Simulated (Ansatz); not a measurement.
**H7NSiSn (SMILES [SiH3][NH][SnH3]): density, localisation and related maps**

The calculation's input:

```
crystal:
  periodic: [false, false, false]
  atoms:
    - {symbol: Si, position_ang: [-1.208471, 0.774653, -0.792531]}
    - {symbol: N, position_ang: [-0.422280, -0.580557, -0.100525]}
    - {symbol: Sn, position_ang: [1.386856, -0.599805, 0.810020]}
    - {symbol: H, position_ang: [-1.700813, 0.504088, -2.173370]}
    - {symbol: H, position_ang: [-0.199831, 1.869009, -0.842913]}
    - {symbol: H, position_ang: [-2.380254, 1.261492, -0.006824]}
    - {symbol: H, position_ang: [-0.943238, -1.440005, -0.012365]}
    - {symbol: H, position_ang: [1.740341, -2.242947, 1.098003]}
    - {symbol: H, position_ang: [1.307573, 0.275813, 2.276008]}
    - {symbol: H, position_ang: [2.503417, 0.127059, -0.252703]}
basis:
  gaussian: {orbitals: def2-TZVPP}
hamiltonian: {xc: pbe0, dispersion: d4}
output: {orbitals: {seedname: orbitals}}
```

Launched as:

```sh
ansatz run in.yaml --threads 2 --pin off --events-out ev --progress --plain --max-ram 4352MiB
```

Geometry: PBE0-D4/def2-TZVP; core potentials replace the inner electrons of Sn.

The calculation used Ansatz 0.2.0, RKS PBE0-D4/def2-TZVPP.

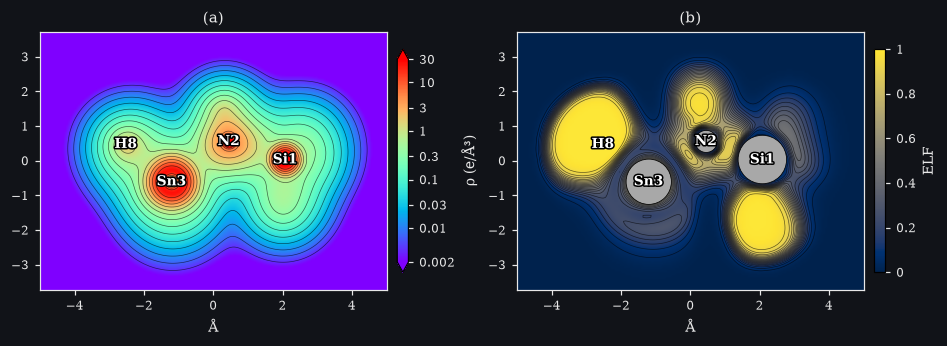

Figure 1. (a) electron density; (b) electron localisation function on the plane of atoms N2, Sn3 and H8. Grey discs cover the atomic cores in the ELF map.

Q: What do the fields say about this system?

A:
- The section cuts through Si, N, Sn and H sites.
- Si–N (1.71 Å): ρ at the midpoint is about 1.1 e/Å³; the ELF peaks at about 0.90 between the atoms; a shared but strongly polarised pair.
- Sn–N (2.03 Å): ρ at the midpoint is about 0.78 e/Å³; the ELF peaks at about 0.85 in the valence shell of N, 0.6 Å from its nucleus, and drops to about 0.15 between the two atoms.
- Sn–H (1.71 Å): ρ is about 1.2 e/Å³ halfway; the ELF climbs to about 1 towards the hydrogen.

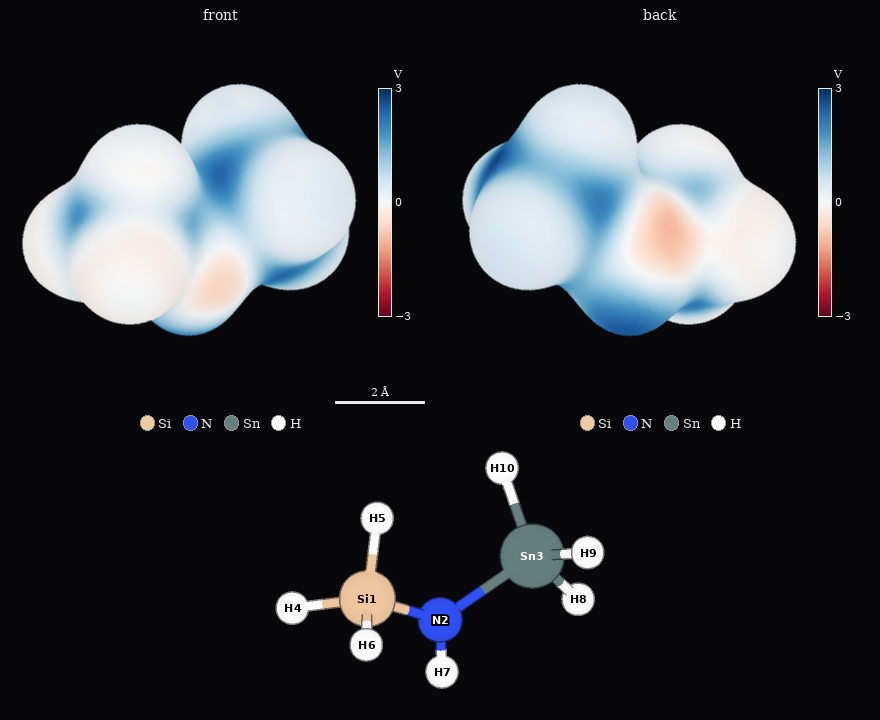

Figure 2. The electrostatic potential painted on the density surface at 0.004 e/bohr³, seen from the front and from behind; red is negative and blue positive. The bare structure is drawn below in the same view.

Q: Which sites attract a positive test charge, and which a negative one?

A: A positive charge is drawn to the negative regions and a negative charge to the positive ones. The most negative region (about −0.9 V) lies over N2, the most positive (about +2.6 V) over Sn3 and H7.

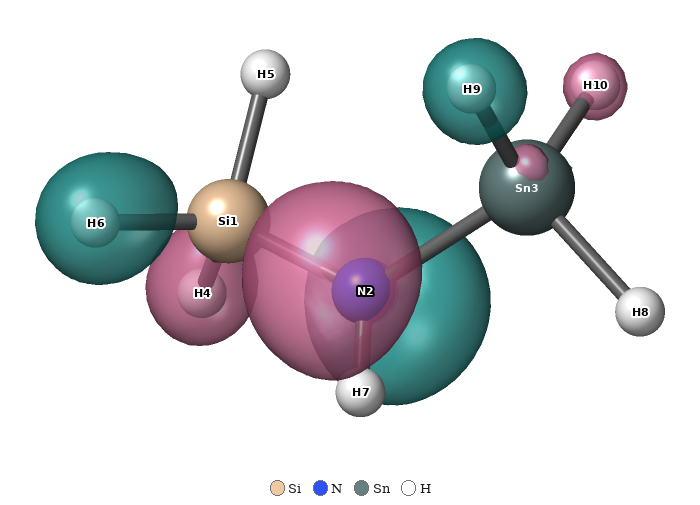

Figure 3. The HOMO at ±0.15 Å⁻³ᐟ² (teal and pink are the two phases), seen at a tilt.

Q: What is the character of this orbital?

A: Its weight (Hirshfeld) is mainly on N2 (about 55 %), Si1 (about 15 %), Sn3 (about 10 %) and H6 (about 5 %). Its energy is −7.15 eV.
